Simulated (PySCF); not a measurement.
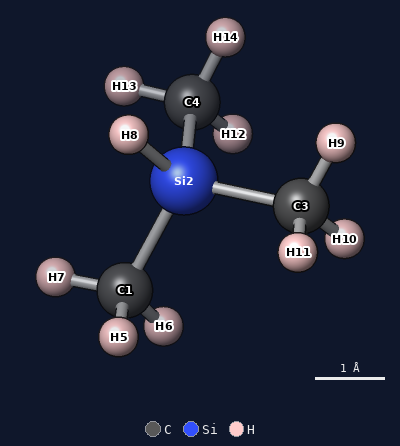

The structure (ball-and-stick view, seen at a tilt; atoms are numbered from 1 in the order of the input). Bond lengths as drawn: C–H 1.10 Å, C–Si 1.88 Å and H–Si 1.50 Å.

# Two runs on C3H10Si

System: C3H10Si (trimethylsilane), SMILES C[SiH](C)C.
Method of run 1: TDDFT LC-wPBE/def2-SVPD, vertical, gas phase, core orbitals frozen in the response (PySCF 2.14.0).

The geometry comes from this level: PBE0-D3(BJ)/def2-SVP. Text and figures count atoms from 1; the logs count them from 0 in places.

**Input file, run 1**
```
{"job": {"kind": "uv", "xc": "LC-wPBE", "basis": "def2-SVPD", "ip": true}, "charge": 0, "multiplicity": 1}
C      0.116510     1.708884    -0.496498
Si    -0.086484     0.108327     0.472900
C     -1.551087    -0.873064    -0.187302
C      1.486631    -0.919839     0.364419
H     -0.790416     2.330380    -0.432638
H      0.308295     1.499925    -1.561277
H      0.960210     2.302923    -0.111669
H     -0.343244     0.445690     1.913121
H     -1.704583    -1.795945     0.393837
H     -1.388321    -1.159579    -1.238754
H     -2.480610    -0.284673    -0.137517
H      1.705983    -1.191750    -0.680581
H      2.352651    -0.364270     0.756935
H      1.393674    -1.851759     0.943934
```

The first line tells a small driver script what to run in PySCF; the rest is the geometry in Å.

Command:
```bash
OMP_NUM_THREADS=1 python <driver script> task.json out
```

Hardware: 1 CPU thread, shared host.

**Output (run 1)**
```
coarse grid: 11088 points
cycle   1  E = -409.4396726726  dE =  1.035e-02  |g| = 2.616e-01  |ddm| = 4.106e+00
cycle   2  E = -409.4562986458  dE = -1.663e-02  |g| = 1.318e-01  |ddm| = 4.727e-01
cycle   3  E = -409.4607558957  dE = -4.457e-03  |g| = 2.806e-02  |ddm| = 2.195e-01
cycle   4  E = -409.4610292661  dE = -2.734e-04  |g| = 2.721e-03  |ddm| = 7.908e-02
cycle   5  E = -409.4610285493  dE =  7.168e-07  |g| = 6.919e-04  |ddm| = 1.361e-02
final grid: 99272 points
cycle   6  E = -409.5307151390  dE = -2.160e-05  |g| = 3.816e-03  |ddm| = 4.787e-02
cycle   7  E = -409.5307172965  dE = -2.157e-06  |g| = 2.534e-03  |ddm| = 1.037e-02
cycle   8  E = -409.5307188765  dE = -1.580e-06  |g| = 1.389e-04  |ddm| = 3.265e-03
cycle   9  E = -409.5307188889  dE = -1.243e-08  |g| = 3.907e-05  |ddm| = 7.765e-04
cycle  10  E = -409.5307188898  dE = -8.789e-10  |g| = 1.121e-05  |ddm| = 1.408e-04
converged SCF energy = -409.5307188898

Static polarisability (au): isotropic 63.845, principal 59.020 66.247 66.268

Singlet excitations
state   eV       nm        f      main configurations
  1   8.9568    138.4   0.12221   H->L 0.76
  2   8.9580    138.4   0.12299   H-1->L 0.76
  3   9.1758    135.1   0.02961   H-2->L 0.76, H-2->L+3 0.12
  4   9.4378    131.4   0.05517   H-2->L+1 0.60, H-2->L+5 0.16
  5   9.4443    131.3   0.05487   H-2->L+2 0.60, H-2->L+6 0.16
  6   9.5618    129.7   0.13552   H->L+1 0.31, H-1->L+2 0.30, H-2->L+3 0.13
  7   9.5999    129.2   0.00003   H-1->L+1 0.27, H->L+2 0.26
  8   9.7400    127.3   0.02128   H->L+2 0.30, H-1->L+1 0.28
  9   9.7439    127.2   0.02227   H-1->L+2 0.31, H->L+1 0.28
 10  10.2676    120.8   0.01635   H->L+3 0.51, H-1->L+3 0.27

Triplet excitations (Tamm-Dancoff, eV): 8.5549 8.5850 8.5869 8.8194
Vertical ionisation energy (delta-SCF) = 10.9365 eV
```

Run 2 used a changed input.

**The two runs side by side**

| quantity | run 1 | run 2 |
| --- | --- | --- |
| outcome | converged | converged |
| total energy (hartree) | −409.530719 | −409.649544 |
| HOMO (eV) | −11.32 | −10.44 |
| LUMO (eV) | 2.34 | 2.24 |
| dipole moment (D) | 0.57 | 0.57 |
| lowest excitation (eV) | 8.96 | 8.49 |
| SCF iterations | 10 | 11 |
| strongest computed line (eV) | 9.56 | 8.50 |
| basis functions | 164 | 164 |
| wall time (shared host) | 67 s | 42 s |

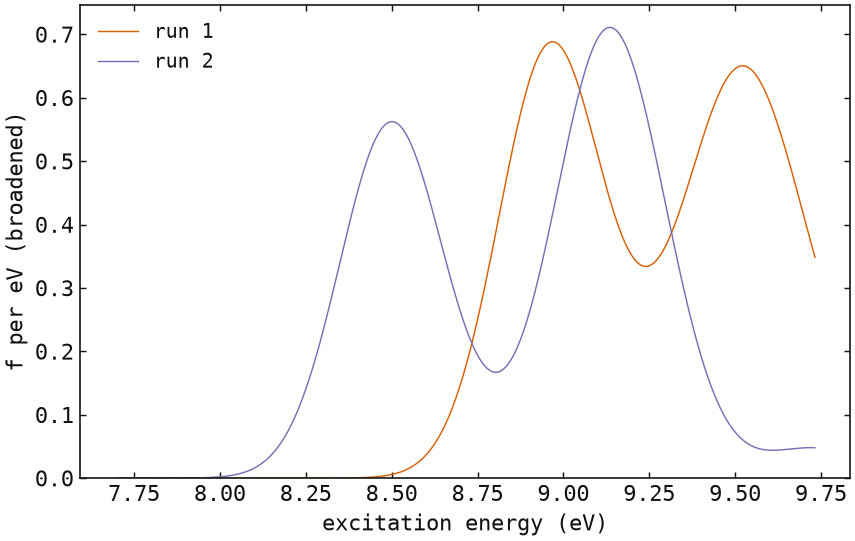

Absorption of the two runs from their computed states, each broadened by a Gaussian of 0.35 eV full width; the range ends where the shorter list of states ends.

What was changed in the input?

The change (lines with − go, lines with + come):
```diff
-"xc": "LC-wPBE"
+"xc": "wB97X-D"
```

The total energies belong to different methods, so their difference says nothing on which is more stable or more accurate. The HOMO goes from −11.32 to −10.44 eV. The LUMO goes from 2.34 to 2.24 eV. The lowest excitation goes from 8.96 to 8.49 eV. The strongest computed line goes from 9.56 to 8.50 eV. The functional changes from LC-wPBE to wB97X-D. The SCF takes 11 iterations against 10.

**Output (run 2)**
```
coarse grid: 11088 points
cycle   1  E = -409.5637706110  dE = -3.698e-02  |g| = 3.133e-01  |ddm| = 4.168e+00
cycle   2  E = -409.5784463897  dE = -1.468e-02  |g| = 2.159e-01  |ddm| = 6.211e-01
cycle   3  E = -409.5903490004  dE = -1.190e-02  |g| = 1.733e-02  |ddm| = 2.903e-01
cycle   4  E = -409.5904695008  dE = -1.205e-04  |g| = 3.210e-03  |ddm| = 6.079e-02
cycle   5  E = -409.5904731160  dE = -3.615e-06  |g| = 7.199e-04  |ddm| = 1.115e-02
final grid: 99272 points
cycle   6  E = -409.6495410515  dE = -6.651e-05  |g| = 3.073e-03  |ddm| = 1.072e-01
cycle   7  E = -409.6495430174  dE = -1.966e-06  |g| = 1.959e-03  |ddm| = 1.647e-02
cycle   8  E = -409.6495439566  dE = -9.392e-07  |g| = 2.882e-04  |ddm| = 2.916e-03
cycle   9  E = -409.6495439896  dE = -3.298e-08  |g| = 4.801e-05  |ddm| = 1.185e-03
cycle  10  E = -409.6495439906  dE = -1.044e-09  |g| = 1.264e-05  |ddm| = 1.585e-04
cycle  11  E = -409.6495439907  dE = -8.879e-11  |g| = 4.515e-06  |ddm| = 5.170e-05
converged SCF energy = -409.6495439907

Static polarisability (au): isotropic 65.444, principal 60.313 67.997 68.022

Singlet excitations
state   eV       nm        f      main configurations
  1   8.4950    145.9   0.10184   H->L 0.84
  2   8.4962    145.9   0.10252   H-1->L 0.83
  3   8.7042    142.4   0.01330   H-2->L 0.87
  4   9.0940    136.3   0.05954   H-2->L+1 0.77, H-2->L+5 0.10
  5   9.0994    136.3   0.05936   H-2->L+2 0.77, H-2->L+6 0.10
  6   9.1175    136.0   0.08874   H->L+1 0.31, H-1->L+2 0.30, H-1->L+1 0.13
  7   9.1436    135.6   0.00008   H-1->L+1 0.30, H->L+2 0.28, H->L+1 0.13
  8   9.2337    134.3   0.03818   H->L+2 0.39, H-1->L+1 0.36
  9   9.2357    134.2   0.03878   H-1->L+2 0.40, H->L+1 0.35
 10   9.7324    127.4   0.01759   H->L+3 0.55, H-1->L+3 0.33

Triplet excitations (Tamm-Dancoff, eV): 8.2831 8.2839 8.4311 8.7597
Vertical ionisation energy (delta-SCF) = 10.7123 eV
```
